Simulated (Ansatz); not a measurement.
Electronic density of states of amorphous In24O41Ta2, density 6.64 g/cm³, on a 2×2×2 Γ-centred mesh with a Gaussian width of 0.1 eV; energies count from the Fermi level, whose place inside the gap is arbitrary. Cell and mesh are small, so fine structure isn't converged. Computed with PBE, scalar-relativistic without spin-orbit coupling (plane waves to 420 eV, PAW; Ansatz, a first-principles code). Sampling: a 2×2×2 Γ-centred mesh; Fermi-Dirac width 0.02 eV; no spin polarisation. At PBE the levels at the filled edge of the gap are localised (band-tail or defect states), and the nearest spread-out levels lie 0.8 eV apart at the zone centre.

Preparation: random packing, a CHGNet melt and quench, and a DFT relaxation. O atoms were pushed apart under 1.9 Å during the dynamics, to hinder bonds among them. The hot cell started wider than the set density and was brought back towards it in steps. It is the lowest in DFT energy of 2 quenches. It is a model cell: composition and starting density were chosen by hand, and all elements were melted together. No dispersion term was used. Its density started from a set value of 6.64 and ended at 6.64 g/cm³. The simulated quench (nominally 220 K/ps over its main leg) is rapid and tends to freeze in more defects than a deposited or slowly cooled glass has. A cell of this size samples the disorder only roughly. The volume was held where the preparation left it and the shape relaxed, at a PBE pressure of -2.1 GPa (tension). Stress components on the final sampling reach 2.2 GPa.

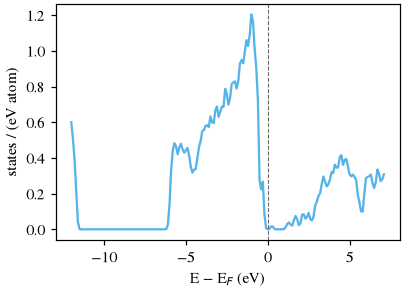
Density of states per atom

The level gap on this mesh is 0.52 eV; the broadening fills part of it in the curve.
